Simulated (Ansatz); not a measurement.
# Quasi-harmonic thermodynamics of GaAs (F-43m)

Aim: the lattice, expansion, heat capacity and bulk modulus of GaAs as it warms.

What experiment has found for this phase:
- volume expansion coefficient 16.2 1e-6/K, heat capacity C_P per formula unit 46.8 J/mol/K and bulk modulus 74.8 GPa near room temperature (given in “High-Throughput Prediction of Finite-Temperature Properties using the Quasi-Harmonic Approximation”, 2016, arXiv:1603.06924)

Program: Ansatz 0.2.0. Level of theory: DFT PBE, scalar-relativistic, plane waves, PAW, in the first sound run; inputs show where later runs differ. Results are calculated unless marked as measured.

## (1) The structure

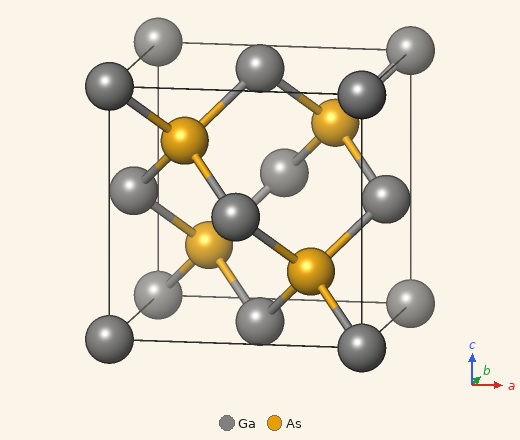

The cell as given, slightly off an axis (gallium grey, arsenic orange). This picture shows the conventional cell, with its axes. Bonds to atoms that aren't drawn are left out. Some periodic images of atoms are drawn too.

## (2) Probe on a coarse mesh

A cheap single point shows whether the cell is a metal or an insulator and how far it is from rest; that sets the k-mesh and the occupations of what follows.

input.yaml reads:

```yaml
crystal:
  lattice:
    - [0.0, 2.82685, 2.82685]
    - [2.82685, 0.0, 2.82685]
    - [2.82685, 2.82685, 0.0]
  atoms:
    - { symbol: Ga, position: [0.0, 0.0, 0.0] }
    - { symbol: As, position: [0.25, 0.25, 0.25] }
kpoints:
  mp_grid: { grid: [6, 6, 6] }
hamiltonian:
  xc: pbe
scf:
  occupations: { method: gaussian, width: 0.1 }
output:
  forces: true
  stress: true
  eigenvalues: true
```

Run with:

```sh
$ ansatz run input.yaml --threads 4 --pin off --max-ram 8192MiB --backend cpu --events-out ev --progress --plain --runs-dir out
```

Numbers of over 12 decimals in the logs are rounded to 6 here.

Log:

```text
Engine: ansatz 0.2.0, aarch64-unknown-linux-gnu
Pseudopotentials: kind: paw
Pseudopotential: Ga, paw, valence charge 13, recommended cutoff 420 eV (normal), Ga.paw.azcp
Pseudopotential: As, paw, valence charge 15, recommended cutoff 420 eV (normal), As.paw.azcp
Functional definition: PBE
  parameter kappa = 0.804
  parameter beta = 0.066725
  exchange = pbe_x(kappa = kappa, mu = beta*pi^2/3)
  correlation = pbe_c(beta = beta)
Crystal: 2 atoms, lattice volume = 45.179 Å³
Basis set: ecut = 420 eV, 893 PW (Γ), exchange–correlation on 54×54×54 points (8 copies of the dense FFT grid, shifted against one another)
Bands: 18, of which v1, the nominal top of the filled ones, is band 14 counted from 1 (13 counted from 0)
Symmetry: 24 space group operations
Space group: F-43m (ITA 216), of the structure as read, at distance tolerance 3.6e-5 Å
k-points: 16 of 216 (time reversal used)
Non-local potential: Ga, projectors of the file, l = 0: 2, l = 1: 2, l = 2: 3, l = 3: 1
Non-local potential: As, projectors of the file, l = 0: 2, l = 1: 2, l = 2: 3, l = 3: 1
PAW form: soft (Blöchl's): semilocal exchange-correlation on the pseudo side does not see the compensation charge
PAW one-centre angular grid: Ga, 590 points (default); XC on 64 Gauss nodes
PAW one-centre angular grid: As, 590 points (default); XC on 64 Gauss nodes
Initial density: superposition of atomic densities (neutral atoms: chi_scale 0, normalization atom), corrected by the library's trained network
Initial wavefunctions: pseudopotential atomic-orbital guess
Functional: x = pbe(κ = 0.804, μ = 0.219515), c = pbe(β = 0.066725)
SCF iter   1: F=—  HF=-8639.814965 eV  |F-HF|=—  |Δ(HF+E_count)|=         —  Δρ=1.49e-3  dr2=1.50e-3  ethr=1.77e-3  ⟨swp⟩=5.1  Hψ=1344  notcnv=0
preconditioner: auto → none  [insulator: Δε(μ)=0.507 eV  Ē_g=15.488 eV  σ=0.100 eV  W_gap=1.00  n_scr=14 (ndim 8)  ℏωp=23.4 eV  f_vac=0.086  D(μ)=0.00/eV (n_scr^D=0)  ε∞_Penn≈3.3]
SCF iter   2: F=—  HF=-8639.814084 eV  |F-HF|=—  |Δ(HF+E_count)|=   8.81e-4  Δρ=7.50e-4  dr2=2.46e-4  ethr=5.37e-6  ⟨swp⟩=2.0  Hψ=560  notcnv=0
SCF iter   3: F=—  HF=-8639.813993 eV  |F-HF|=—  |Δ(HF+E_count)|=   9.17e-5  Δρ=2.19e-4  dr2=2.82e-5  ethr=8.77e-7  ⟨swp⟩=2.0  Hψ=432  notcnv=0
SCF iter   4: F=—  HF=-8639.814011 eV  |F-HF|=—  |Δ(HF+E_count)|=   1.78e-5  Δρ=9.23e-5  dr2=4.07e-6  ethr=1.01e-7  ⟨swp⟩=2.0  Hψ=351  notcnv=0
SCF iter   5: F=—  HF=-8639.814016 eV  |F-HF|=—  |Δ(HF+E_count)|=   5.52e-6  Δρ=1.73e-5  dr2=1.55e-7  ethr=1.45e-8  ⟨swp⟩=2.0  Hψ=432  notcnv=0
SCF iter   6: F=-8639.814016 eV  HF=-8639.814016 eV  |F-HF|=1.79e-8  |Δ(HF+E_count)|=   2.40e-7  Δρ=4.91e-6  dr2=9.03e-9  ethr=3.57e-10  ⟨swp⟩=5.0  Hψ=1292  notcnv=0
SCF 1 converged in 6 iterations: F = -8639.814016 eV  dr2 = 9.03e-9
  greatest PAW one-centre occupation: 0.999 electrons in one spin orbital (limit 2), on the As atom at site 1 (counted from 0), in its partial waves of l = 2
SCF converged after 6 iterations
Free energy (F): -8639.814016 eV
Harris-Foulkes:  -8639.814016 eV  (|F-HF|=1.79e-8)
Internal energy: -8639.814015 eV  (E = F + TS)
E sigma→0 (E₀):  -8639.814016 eV
Entropy (-TS):   -0.000001 eV (-0.001 meV/atom)
Fermi energy:    8.458182 eV
--- Per-component energies (eV) ---
  E_band       = -311.750362
  E_kinetic    = 219.545845
  E_local      = -3915.795201  (includes V_loc(G=0)·N_el)
  E_nonlocal   = -245.695404
  E_hartree    = 1973.738746
  E_xc         = -148.475462
  E_vxc        = -137.511464  (∫ρ·V_xc dr)
  E_paw        = -3824.404615  (= ΣΔE_a)
  E_vpaw       = -179.768443  (= ΣTr[D̂ρ^β])
  E_aug_tail   = -0.000138  (compensation charges beyond the density's cutoff)
  E_ewald      = -2698.727786
  E_smearing   = -0.000001  (= −TS)
  E_closure    = -0.000000  (closes the sum)
  Σ components = -8639.814016   (vs F -8639.814016, Δ=0.00e0)
--- Forces (eV/Å), atoms counted from 1 ---
  atom   1  Ga     0.00000000     0.00000000     0.00000000
  atom   2  As    -0.00000000     0.00000000     0.00000000
  max |Σ_I F_I| component: 2.57e-16 eV/Å
--- Stress (GPa, compression-positive) ---
        3.260710      -0.000000       0.000000
        0.000000       3.260710       0.000000
       -0.000000       0.000000       3.260710
  P = ⅓ Tr σ = 3.2607 GPa (32.607 kbar)
--- Band table (eV; the first three rows and the last of 16) ---
  k-point 0: bands = [... 10 lower, -4.5366, 8.1914, 8.1914, 8.1914, 8.7049, 11.9251, 11.9251, 11.9251]
  k-point 1: bands = [... 10 lower, -4.2160, 5.4802, 7.8111, 7.8111, 9.8235, 12.4720, 12.4720, 12.8747]
  k-point 2: bands = [... 10 lower, -3.3888, 2.8153, 7.2651, 7.2651, 9.4074, 12.8913, 12.8913, 15.4414]
  k-point 15: bands = [... 10 lower, -1.9910, 1.5116, 4.8489, 4.9922, 11.4682, 11.6457, 15.3069, 15.6074]
```

It took 0.52 s on 4 threads of Arm Neoverse V1, shared host; peak memory 0.31 GiB.

This step gave:

- pressure: 3.261 GPa
- volume per atom: 22.59 Å³
- gap on the k-mesh: 0.5135 eV

The start is under 3.3 GPa at this level and looks like an insulator or semiconductor on this mesh.

## (3) Relaxation

Phonons are second derivatives about a minimum, so cell and atoms are relaxed first, inside the symmetry of the start.

input.yaml, the sections that differ from step 2:

```yaml
kpoints:
  mp_grid: { grid: [12, 12, 12] }
scf:
  occupations: { method: gaussian, width: 0.02 }
output:
  forces: true
  stress: true
  eigenvalues: true
  write_density: true
  write_potential: true
  elf: true
  volumetric_format: npy
relax:
  adjacent_minimum: "off"
  f_tol: 0.005
  max_steps: 80
  cell: { stress_tol: 0.05 }
# crystal, hamiltonian: as in step 2
```

Log:

```text
[...]
Crystal: 2 atoms, lattice volume = 45.179 Å³
Basis set: ecut = 420 eV, 893 PW (Γ), exchange–correlation on 54×54×54 points (8 copies of the dense FFT grid, shifted against one another)
Bands: 18, of which v1, the nominal top of the filled ones, is band 14 counted from 1 (13 counted from 0)
Symmetry: 24 space group operations
[...]
k-points: 72 of 1728 (time reversal used)
[...]
SCF iter   1: F=—  HF=-8639.839710 eV  |F-HF|=—  |Δ(HF+E_count)|=         —  Δρ=1.88e-3  dr2=2.71e-3  ethr=1.77e-3  ⟨swp⟩=6.0  Hψ=6101  notcnv=0
[...]
SCF iter   6: F=-8639.838692 eV  HF=-8639.838692 eV  |F-HF|=3.63e-9  |Δ(HF+E_count)|=   5.17e-7  Δρ=6.22e-6  dr2=2.39e-8  ethr=3.57e-10  ⟨swp⟩=5.9  Hψ=8164  notcnv=0
SCF 1 converged in 6 iterations: F = -8639.838692 eV  dr2 = 2.39e-8
[...]
relax step   1: F+E_penalty+E_count = -8639.83869165 eV  Δ(F+E_penalty+E_count) = +0.000e0 eV  max|allowed force component| = 1.018e-16 eV/Å  Δτ_max = 0.0000 Å  P = +3.294 GPa  Ω = 45.179 Å³  (6 SCF iters, dr2 threshold 1.00e-7 eV, accepted)
Crystal: 2 atoms, lattice volume = 46.948 Å³
Basis set: ecut = 420 eV, 941 PW (Γ), exchange–correlation on 54×54×54 points (8 copies of the dense FFT grid, shifted against one another)
[...]
iter 1 solved again at ethr=4.22e-6 eV; its pass at ethr=3.10e-3 eV (dr2=1.18e-3 eV) is discarded
[...]
SCF iter   6: F=-8639.859381 eV  HF=-8639.859381 eV  |F-HF|=1.92e-9  |Δ(HF+E_count)|=   7.46e-8  Δρ=3.36e-6  dr2=7.89e-9  ethr=5.48e-10  ⟨swp⟩=9.0  Hψ=9010  notcnv=0
SCF 2 converged in 6 iterations: F = -8639.859381 eV  dr2 = 7.89e-9
relax step   2: F+E_penalty+E_count = -8639.85938134 eV  Δ(F+E_penalty+E_count) = -2.069e-2 eV  max|allowed force component| = 3.296e-17 eV/Å  Δτ_max = 0.0000 Å  P = +0.616 GPa  Ω = 46.948 Å³  energy of the carried Pulay correction = -3.695e-4 eV  (6 SCF iters, dr2 threshold 2.00e-7 eV, accepted)
Crystal: 2 atoms, lattice volume = 47.375 Å³
[...]
SCF iter   4: F=-8639.860175 eV  HF=-8639.860175 eV  |F-HF|=3.14e-8  |Δ(HF+E_count)|=   1.40e-7  Δρ=1.07e-5  dr2=3.23e-8  ethr=7.14e-10  ⟨swp⟩=9.9  Hψ=10722  notcnv=0
SCF 3 converged in 4 iterations: F = -8639.860175 eV  dr2 = 3.23e-8
  Residual-converged pass: ⟨swp⟩=1.0  Hψ=1586  notcnv=0  max |occ|·‖R‖ = 7.0e-9 eV (tolerance 1.0e-8 eV)  dr2=3.23e-8  dr2_onsite=9.99e-9  max |Δocc| = 2.2e-16
relax step   3: F+E_penalty+E_count = -8639.86017526 eV  Δ(F+E_penalty+E_count) = -7.939e-4 eV  max|allowed force component| = 2.602e-17 eV/Å  Δτ_max = 0.0000 Å  P = +0.050 GPa  Ω = 47.375 Å³  energy of the carried Pulay correction = -4.564e-4 eV  (4 SCF iters, dr2 threshold 2.00e-7 eV, accepted)
[...]
relax step   4: F+E_penalty+E_count = -8639.86017374 eV  Δ(F+E_penalty+E_count) = +1.519e-6 eV  max|allowed force component| = 4.460e-17 eV/Å  Δτ_max = 0.0000 Å  P = +0.001 GPa  Ω = 47.413 Å³  energy of the carried Pulay correction = -4.642e-4 eV  (4 SCF iters, dr2 threshold 6.36e-9 eV, accepted)
Basis set: ecut = 420 eV, 941 PW (Γ), exchange–correlation on 60×60×60 points (8 copies of the dense FFT grid, shifted against one another)
[...]
SCF iter   7: F=-8639.860638 eV  HF=-8639.860638 eV  |F-HF|=9.09e-12  |Δ(HF+E_count)|=  4.55e-10  Δρ=5.72e-8  dr2=3.04e-12  ethr=1.00e-12  ⟨swp⟩=5.7  Hψ=5497  notcnv=0
SCF 5 converged in 7 iterations: F = -8639.860638 eV  dr2 = 3.04e-12
relax step   5: F+E_penalty+E_count = -8639.86063784 eV  Δ(F+E_penalty+E_count) = -4.641e-4 eV  max|allowed force component| = 2.804e-17 eV/Å  Δτ_max = 0.0000 Å  P = +0.002 GPa  Ω = 47.413 Å³  stress off target by 2.28e-3 GPa  SCF on the basis re-selected at this cell (its energy is not comparable with the rows above)  (7 SCF iters)
basis re-selected at this cell: Δ(F+E_penalty+E_count) = -4.641e-4 eV, ΔP = +0.001 GPa vs the last step (what re-selecting the basis moved, of the pressure what is left beyond the Pulay correction that the steps carried, after the strain that the cell walked since its last selection, with what the two solves' SCF thresholds leave and, on support functions, any second-order correction that the steps lacked; it is no measure of the basis error at this ecutwfc). The dense FFT grid was sized anew with the basis: this SCF ran on 30×30×30 points, the steps before it on 27×27×27, so part of this shift can come from that change (see relax.cell in the input reference). [rest of the remark cut]
SCF converged after 7 iterations
Free energy (F): -8639.860638 eV
[...]
Internal energy: -8639.860638 eV  (E = F + TS)
E sigma→0 (E₀):  -8639.860638 eV
Fermi energy:    7.623330 eV
[...]
--- Stress (GPa, compression-positive) ---
        0.002283       0.000000       0.000000
        0.000000       0.002283       0.000000
        0.000000       0.000000       0.002283
  P = ⅓ Tr σ = 0.0023 GPa (0.023 kbar)
--- Band table (eV; the first three rows and the last of 72) ---
  k-point 0: bands = [... 10 lower, -4.8500, 7.5416, 7.5416, 7.5416, 7.7024, 11.2677, 11.2677, 11.2677]
  k-point 1: bands = [... 10 lower, -4.7738, 6.2606, 7.4371, 7.4371, 8.6518, 11.3930, 11.4256, 11.4256]
  k-point 2: bands = [... 10 lower, -4.5521, 4.8413, 7.1891, 7.1891, 8.9802, 11.7833, 11.7833, 12.0815]
  k-point 71: bands = [... 10 lower, -2.5098, 1.1182, 4.2328, 4.4243, 11.9389, 12.2398, 12.8030, 13.5694]
--- Relaxed structure (4 steps of the walk, 4 accepted, 1 SCFs on fresh bases) ---
  F+E_penalty+E_count = -8639.86063784 eV   max|allowed force component| = 2.804e-17 eV/Å   (the final SCF, on the basis selected at the relaxed cell)
  cell:  # Å, volume = 47.4130 Å³
    - [0, 2.872692, 2.872692]
    - [2.872692, 0, 2.872692]
    - [2.872692, 2.872692, 0]
  atoms:
    - { symbol: Ga, position: [0, 0, 0] }
    - { symbol: As, position: [0.250000, 0.250000, 0.250000] }
```

The job ended after 9.2 s (4 threads; peak memory 0.44 GiB).

Step by step:

| step | energy less that of the first step (eV) | largest force component (eV/Å) | pressure (GPa) | volume (Å³) |
| --- | --- | --- | --- | --- |
| 1 | 0.0000 | 0.0000 | 3.29 | 45.18 |
| 2 | -0.0207 | 0.0000 | 0.62 | 46.95 |
| 3 | -0.0215 | 0.0000 | 0.05 | 47.37 |
| 4 | -0.0215 | 0.0000 | 0.00 | 47.41 |
| 5* | -0.0219 | 0.0000 | 0.00 | 47.41 |

Relaxation steps marked * repeat the geometry before them on a plane-wave basis chosen anew for their cell, so energy and pressure can jump there.

The run keeps the 24 symmetry operations that it works with, so distortions that break them were not tested.

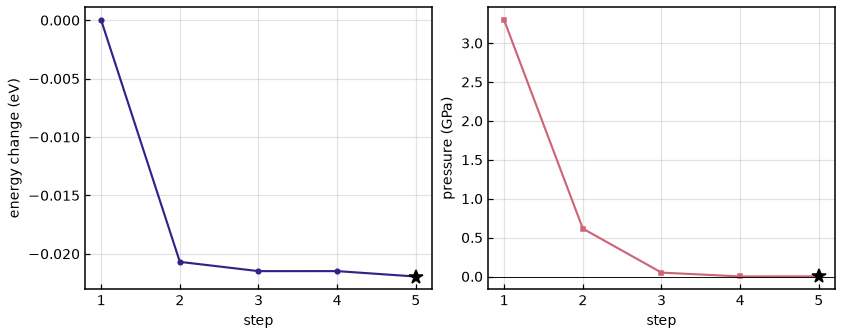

Energy and pressure along the relaxation. Stars mark steps on a basis chosen anew.

| conventional cell, symmetrised | before | after | change |
| --- | --- | --- | --- |
| a (Å) | 5.654 | 5.745 | +1.6 % |
| b (Å) | 5.654 | 5.745 | +1.6 % |
| c (Å) | 5.654 | 5.745 | +1.6 % |
| volume (Å³/atom) | 22.59 | 23.71 | +4.9 % |

The relaxed structure:

```cif
data_structure
_symmetry_space_group_name_H-M 'P 1'
_symmetry_Int_Tables_number 1
_cell_length_a 4.0626
_cell_length_b 4.0626
_cell_length_c 4.0626
_cell_angle_alpha 60.000
_cell_angle_beta 60.000
_cell_angle_gamma 60.000
_cell_volume 47.41
loop_
_atom_site_label
_atom_site_type_symbol
_atom_site_fract_x
_atom_site_fract_y
_atom_site_fract_z
_atom_site_occupancy
Ga1 Ga 0.00000 0.00000 0.00000 1
As2 As 0.25000 0.25000 0.25000 1
```

This step gave:

```
pressure          : 0.002283 GPa
gap on the k-mesh : 0.1607 eV
volume per atom   : 23.71 Å³
```

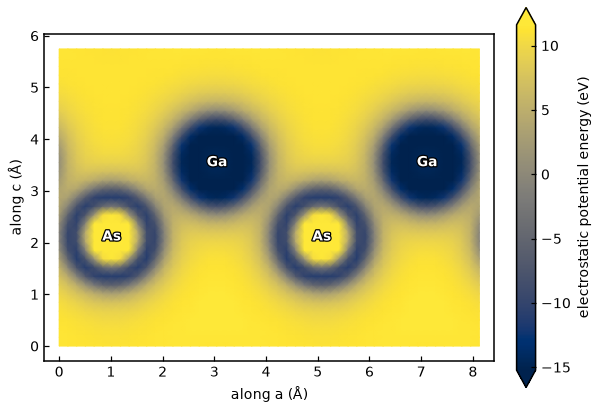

Electrostatic potential energy in the ac plane of a cell with a along [110], b along [-110] and c along [001] of the cube at fractional y = 0.000, with atoms of Ga and As within 0.2 Å of it. With pseudopotentials it is smooth inside the atoms' cores, unlike the true potential. The map starts off the cell's origin, so that atoms lie inside it.

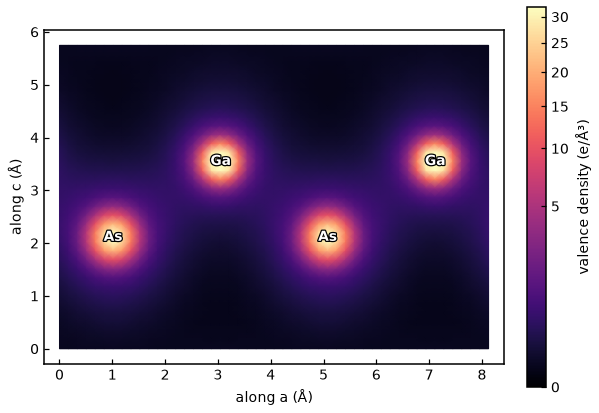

Valence density in the ac plane of a cell with a along [110], b along [-110] and c along [001] of the cube at fractional y = 0.000, with atoms of Ga and As within 0.2 Å of it. It is the smooth field of the valence electrons, not physical close to the nuclei. The map starts off the cell's origin, so that atoms lie inside it. The colour scale is stretched toward low values.

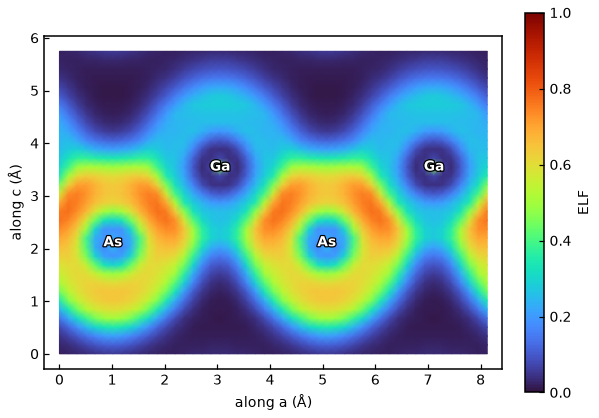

ELF in the ac plane of a cell with a along [110], b along [-110] and c along [001] of the cube at fractional y = 0.000, with atoms of Ga and As within 0.2 Å of it. It is the smooth field of the valence electrons, not physical close to the nuclei. The map starts off the cell's origin, so that atoms lie inside it.

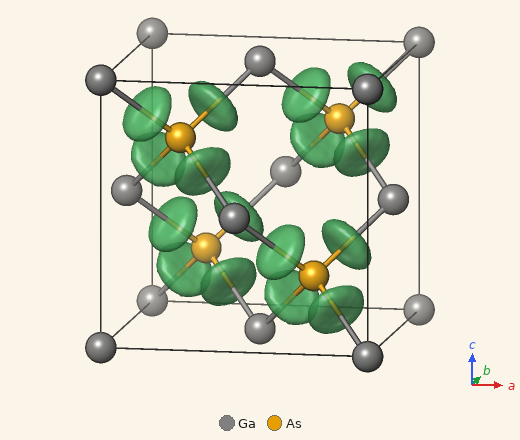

Surface of ELF = 0.69. Bonds to atoms that aren't drawn are left out.

The relaxation ends with a pressure of 0.00 GPa.

## (4) Relaxing to small residual forces and stress

The thresholds are tightened for a last relaxation ahead of the phonons, and where mesh or smearing change with them the cell follows.

input.yaml, the sections that differ from step 3:

```yaml
crystal:
  lattice:
    - [0.0, 2.8726922801, 2.8726922801]
    - [2.8726922801, 0.0, 2.8726922801]
    - [2.8726922801, 2.8726922801, 0.0]
  atoms:
    - { symbol: Ga, position: [0.0, 0.0, 0.0] }
    - { symbol: As, position: [0.25, 0.25, 0.25] }
output:
  forces: true
  stress: true
  eigenvalues: true
relax:
  adjacent_minimum: "off"
  f_tol: 0.001
  max_steps: 60
  cell: { stress_tol: 0.01 }
# kpoints, hamiltonian, scf: as in step 3
```

Log:

```text
[...]
Crystal: 2 atoms, lattice volume = 47.413 Å³
Basis set: ecut = 420 eV, 941 PW (Γ), exchange–correlation on 60×60×60 points (8 copies of the dense FFT grid, shifted against one another)
Bands: 18, of which v1, the nominal top of the filled ones, is band 14 counted from 1 (13 counted from 0)
Symmetry: 24 space group operations
[...]
k-points: 72 of 1728 (time reversal used)
[...]
k-point 71: bands = [... 10 lower, -2.5098, 1.1182, 4.2328, 4.4243, 11.9389, 12.2398, 12.8030, 13.5694]
--- Relaxed structure (1 steps of the walk, 1 accepted, 1 SCFs on fresh bases) ---
[...]
cell:  # Å, volume = 47.4130 Å³
    - [0.0, 2.8726922801, 2.8726922801]
    - [2.8726922801, 0.0, 2.8726922801]
    - [2.8726922801, 2.8726922801, 0.0]
  atoms:
    - { symbol: Ga, position: [0.0, 0.0, 0.0] }
    - { symbol: As, position: [0.25, 0.25, 0.25] }
[key lines of the parts left out:]
SCF converged after 6 iterations
Free energy (F): -8639.860638 eV
Fermi energy:    7.623328 eV
P = ⅓ Tr σ = 0.0023 GPa (0.023 kbar)
```

It took 3.6 s on 4 threads; peak memory 0.42 GiB; 13 s of CPU time.

Little changed from the start: no atom moved by 0.005 Å and no cell edge by 0.1 %.

The residual pressure is 0.0023 GPa, small enough for phonons.

[end of part 1 of 3]

[Logs are printed without paths, hosts, clocks, repeated set-up lines and the standing remarks that a program may print on its own settings, such as how far it seeks lower states.]

[Hosts, paths, dates, database ids (printed as entryN), source tags and the programs' standing remarks are cut or masked in the printed files.]

[A step with changed settings may run another functional than the one named; its input shows which.]
